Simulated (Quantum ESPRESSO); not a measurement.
**Magnetic state of Mn3InC from several starts**

A self-consistent run ends on one state, which hangs on the start. Several orders of Mn3InC are started in Quantum ESPRESSO and their energies compared.

Main program and level: Quantum ESPRESSO 7.5; PBEsol; plane waves with GBRV 1.5 PBEsol potentials, no spin-orbit coupling.

## 1. Set-up

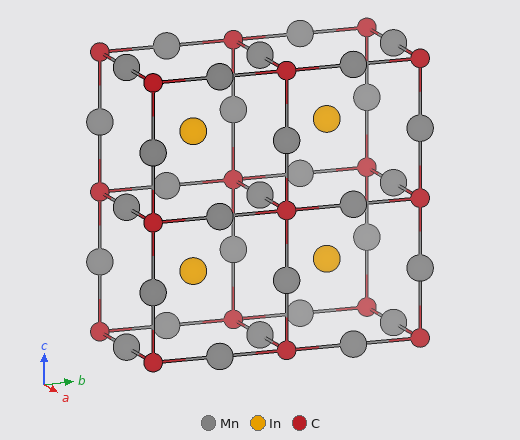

The starting structure, seen slightly off an axis (manganese grey, indium orange, carbon red). 1×2×2 cells are drawn. Some periodic images of atoms are drawn too.

The cell comes from Materials Project 2023-11-01, a database of computed structures, and need not be the stable phase.

## 2. Run 1, typed as ferro +++

The signs are those of the starting moments on the seeded atoms, the atoms that are given a moment.

The input, pw.in:

```
&CONTROL
  calculation = 'scf'
  prefix = 'pwscf'
  outdir = './tmp'
  pseudo_dir = './pseudo'
  disk_io = 'nowf'
/
&SYSTEM
  ibrav = 0
  celldm(1) = 8
  nat = 5
  ntyp = 3
  ecutwfc = 40
  ecutrho = 280
  nbnd = 46
  occupations = 'smearing'
  smearing = 'fd'
  degauss = 0.0110248
  nspin = 2
  starting_magnetization(1) = 0.2333
  starting_magnetization(2) = 0
  starting_magnetization(3) = 0
/
&ELECTRONS
  conv_thr = 1d-08
  electron_maxstep = 150
  mixing_beta = 0.3
/
ATOMIC_SPECIES
Mn     54.9380 mn_pbesol_v1.5.uspp.F.UPF
In    114.8180 in_pbesol_v1.4.uspp.F.UPF
C      12.0110 c_pbesol_v1.2.uspp.F.UPF
CELL_PARAMETERS alat
   0.9327369259869    0.0000000000000    0.0000000000000
   0.0000000000000    0.9327369259869    0.0000000000000
   0.0000000000000    0.0000000000000    0.9327369259869
ATOMIC_POSITIONS crystal
Mn      0.5000000000    0.0000000000    0.0000000000
Mn      0.0000000000    0.0000000000    0.5000000000
Mn      0.0000000000    0.5000000000    0.0000000000
In      0.5000000000    0.5000000000    0.5000000000
C       0.0000000000    0.0000000000    0.0000000000
K_POINTS automatic
8 8 8 0 0 0
```

The run is started by

```console
$ OMP_NUM_THREADS=1 mpirun -n 4 pw.x -nk 4 -in pw.in > pw.out
```

Output:

```text
Program PWSCF v.7.5 starts

     Message from routine setup:
     using ibrav=0 with symmetry is DISCOURAGED, use correct ibrav instead

     K-points division:     npool     =       4
     Subspace diagonalization in iterative solution of the eigenvalue problem:

     G-vector sticks info
     --------------------
     sticks:   dense  smooth     PW     G-vecs:    dense   smooth      PW
     Sum        1237     709    221                32795    14147    2517

     Using Slab Decomposition

     bravais-lattice index     =            0
     lattice parameter (alat)  =       8.0000  a.u.
     unit-cell volume          =     415.4775 (a.u.)^3
     number of atoms/cell      =            5
     number of atomic types    =            3
     number of electrons       =        62.00
     number of Kohn-Sham states=           46
     kinetic-energy cutoff     =      40.0000  Ry
     charge density cutoff     =     280.0000  Ry
     scf convergence threshold =      1.0E-08
     mixing beta               =       0.3000
     number of iterations used =            8  plain     mixing
     Exchange-correlation= SLA  PW   PSX  PSC
                           (   1   4  10   8   0   0   0)

     celldm(1)=   8.000000  celldm(2)=   0.000000  celldm(3)=   0.000000
     celldm(4)=   0.000000  celldm(5)=   0.000000  celldm(6)=   0.000000

     crystal axes: (cart. coord. in units of alat)
               a(1) = (   0.932737   0.000000   0.000000 )
               a(2) = (   0.000000   0.932737   0.000000 )
               a(3) = (   0.000000   0.000000   0.932737 )

     reciprocal axes: (cart. coord. in units 2 pi/alat)
               b(1) = (  1.072114  0.000000  0.000000 )
               b(2) = (  0.000000  1.072114  0.000000 )
               b(3) = (  0.000000  0.000000  1.072114 )

     PseudoPot. # 1 for Mn read from file:
     mn_pbesol_v1.5.uspp.F.UPF
     Pseudo is Ultrasoft + core correction, Zval = 15.0
     Generated by new atomic code, or converted to UPF format
     Using radial grid of  859 points,  6 beta functions with:
                l(1) =   0
                l(2) =   0
                l(3) =   1
                l(4) =   1
                l(5) =   2
                l(6) =   2
     Q(r) pseudized with  8 coefficients,  rinner =    0.950   0.950   0.950
                                                       0.950   0.950

     PseudoPot. # 2 for In read from file:
     in_pbesol_v1.4.uspp.F.UPF
     Pseudo is Ultrasoft + core correction, Zval = 13.0
     Generated by new atomic code, or converted to UPF format
     Using radial grid of  889 points,  6 beta functions with:
                l(1) =   0
                l(2) =   0
                l(3) =   1
                l(4) =   1
                l(5) =   2
                l(6) =   2
     Q(r) pseudized with  6 coefficients,  rinner =    1.400   1.400   1.400
                                                       1.400   1.400

     PseudoPot. # 3 for C  read from file:
     c_pbesol_v1.2.uspp.F.UPF
     Pseudo is Ultrasoft + core correction, Zval =  4.0
     Generated by new atomic code, or converted to UPF format
     Using radial grid of  721 points,  4 beta functions with:
                l(1) =   0
                l(2) =   0
                l(3) =   1
                l(4) =   1
     Q(r) pseudized with  8 coefficients,  rinner =    1.100   1.100   1.100

     atomic species   valence    mass     pseudopotential
     Mn               15.00    54.93800     Mn( 1.00)
     In               13.00   114.81800     In( 1.00)
     C                 4.00    12.01100     C ( 1.00)

     Starting magnetic structure
     atomic species   magnetization
     Mn              0.233
     In              0.000
     C               0.000

     48 Sym. Ops., with inversion, found

   Cartesian axes

     site n.     atom                  positions (alat units)
         1        Mn     tau(   1) = (   0.4663685   0.0000000   0.0000000  )
         2        Mn     tau(   2) = (   0.0000000   0.0000000   0.4663685  )
         3        Mn     tau(   3) = (   0.0000000   0.4663685   0.0000000  )
         4        In     tau(   4) = (   0.4663685   0.4663685   0.4663685  )
         5        C      tau(   5) = (   0.0000000   0.0000000   0.0000000  )

     number of k points=    35  Fermi-Dirac smearing, width (Ry)=  0.0110
                       cart. coord. in units 2pi/alat
        k(    1) = (   0.0000000   0.0000000   0.0000000), wk =   0.0019531
        k(    2) = (   0.0000000   0.0000000   0.1340142), wk =   0.0117188
        k(    3) = (   0.0000000   0.0000000   0.2680284), wk =   0.0117188
        k(    4) = (   0.0000000   0.0000000   0.4020426), wk =   0.0117188
        k(    5) = (   0.0000000   0.0000000  -0.5360568), wk =   0.0058594
        [... 30 further k-points ...]

     Dense  grid:    32795 G-vectors     FFT dimensions: (  40,  40,  40)

     Smooth grid:    14147 G-vectors     FFT dimensions: (  32,  32,  32)

     Check: negative core charge=   -0.000049
     Generating pointlists ...
     new r_m :   0.1924 (alat units)  1.5390 (a.u.) for type    1
     new r_m :   0.2721 (alat units)  2.1765 (a.u.) for type    2
     new r_m :   0.1924 (alat units)  1.5390 (a.u.) for type    3

     Initial potential from superposition of free atoms

     starting charge      58.9997, renormalised to      62.0000
     Starting wfcs are   52 randomized atomic wfcs

     Self-consistent Calculation

     iteration #  1     ecut=    40.00 Ry     beta= 0.30
     Davidson diagonalization with overlap
     ethr =  1.00E-02,  avg # of iterations =  3.5

     total energy              =    -775.03679077 Ry
     estimated scf accuracy    <      12.48269041 Ry

     total magnetization       =     3.99 Bohr mag/cell
     absolute magnetization    =     4.41 Bohr mag/cell

     iteration #  2     ecut=    40.00 Ry     beta= 0.30
     Davidson diagonalization with overlap
     ethr =  1.00E-02,  avg # of iterations =  2.8

     total energy              =    -777.53875295 Ry
     estimated scf accuracy    <       2.29321640 Ry

     total magnetization       =     7.10 Bohr mag/cell
     absolute magnetization    =     7.74 Bohr mag/cell

     iteration #  3     ecut=    40.00 Ry     beta= 0.30
     Davidson diagonalization with overlap
     ethr =  3.70E-03,  avg # of iterations =  1.7

     total energy              =    -777.89084936 Ry
     estimated scf accuracy    <       0.08312765 Ry

     total magnetization       =     6.99 Bohr mag/cell
     absolute magnetization    =     7.60 Bohr mag/cell

     [... further iterations left out ...]

     iteration # 12     ecut=    40.00 Ry     beta= 0.30
     Davidson diagonalization with overlap
     ethr =  6.94E-09,  avg # of iterations =  2.5

     total energy              =    -777.91294021 Ry
     estimated scf accuracy    <       0.00000040 Ry

     total magnetization       =     5.86 Bohr mag/cell
     absolute magnetization    =     6.56 Bohr mag/cell

     iteration # 13     ecut=    40.00 Ry     beta= 0.30
     Davidson diagonalization with overlap
     ethr =  6.51E-10,  avg # of iterations =  2.0

     total energy              =    -777.91294019 Ry
     estimated scf accuracy    <       0.00000013 Ry

     total magnetization       =     5.86 Bohr mag/cell
     absolute magnetization    =     6.56 Bohr mag/cell

     iteration # 14     ecut=    40.00 Ry     beta= 0.30
     Davidson diagonalization with overlap
     ethr =  2.17E-10,  avg # of iterations =  2.8

     total energy              =    -777.91294046 Ry
     estimated scf accuracy    <       0.00000033 Ry

     total magnetization       =     5.85 Bohr mag/cell
     absolute magnetization    =     6.55 Bohr mag/cell

     iteration # 15     ecut=    40.00 Ry     beta= 0.30
     Davidson diagonalization with overlap
     ethr =  2.17E-10,  avg # of iterations =  2.6

     Magnetic moment per site  (integrated on atomic sphere of radius R)
     atom   1 (R=0.192)  charge= 12.0922  magn=  1.7964
     atom   2 (R=0.192)  charge= 12.0922  magn=  1.7964
     atom   3 (R=0.192)  charge= 12.0922  magn=  1.7964
     atom   4 (R=0.272)  charge= 11.0554  magn= -0.0791
     atom   5 (R=0.192)  charge=  3.0763  magn= -0.1648

     End of self-consistent calculation

     [... lines left out ...]
     the Fermi energy is    16.2733 ev

!    total energy              =    -777.91294059 Ry
     estimated scf accuracy    <          2.0E-09 Ry
     smearing contrib. (-TS)   =      -0.02713865 Ry
     internal energy E=F+TS    =    -777.88580194 Ry

     The total energy is F=E-TS. E is the sum of the following terms:
     one-electron contribution =    -315.55888338 Ry
     hartree contribution      =     197.29228915 Ry
     xc contribution           =    -120.08242216 Ry
     ewald contribution        =    -539.53678556 Ry

     total magnetization       =     5.86 Bohr mag/cell
     absolute magnetization    =     6.55 Bohr mag/cell

     convergence has been achieved in  15 iterations

=------------------------------------------------------------------------------=
   JOB DONE.
=------------------------------------------------------------------------------=
```

The job ended after 54 s (4 MPI ranks of Intel Xeon at 2.70GHz, shared host; peak memory 0.48 GiB; 3.5 min of CPU time).

Spin moment in the atom's sphere by atom:

| atom | spin moment in the atom's sphere (μB) |
| --- | --- |
| Mn1 | 1.80 |
| Mn2 | 1.80 |
| Mn3 | 1.80 |
| In4 | -0.08 |
| C5 | -0.16 |

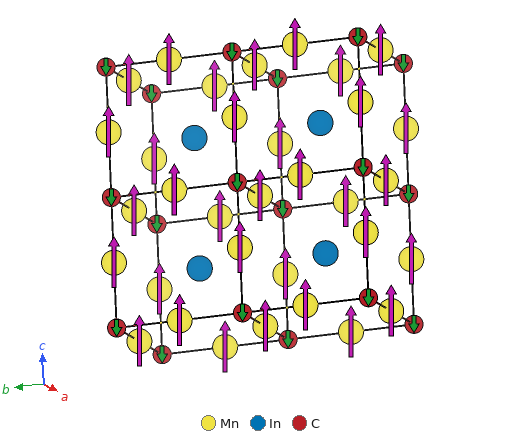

Spin moment in the atom's sphere as arrows, the longest 1.80 μB. Up and down stand for the sign. Arrows give size and sign along the axis of quantisation, drawn up and down the page. Each arrow also spans its atom, so small moments look longer than they are. The two directions have two colours. 1×2×2 cells are drawn. Some periodic images of atoms are drawn too.

This step gave:

```yaml
smearing_term_ts: 0.3692 eV
magnetization: 5.856 μB
absolute_magnetization: 6.554 μB
final_state: ferromagnetic
```

[end of part 1 of 2]

[Logs and program files are shortened in this print: banners, set-up blocks, solver, clock and traceback lines can be left out without a mark of their own.]

[Logs are printed without paths, hosts, clocks, repeated set-up lines and the standing remarks that a program may print on its own settings, such as how far it seeks lower states.]

[Hosts, paths, dates, database ids (printed as entryN), source tags and the programs' standing remarks are cut or masked in the printed files.]

[Where a cell is said to come from a database of computed structures, the database is the Materials Project.]
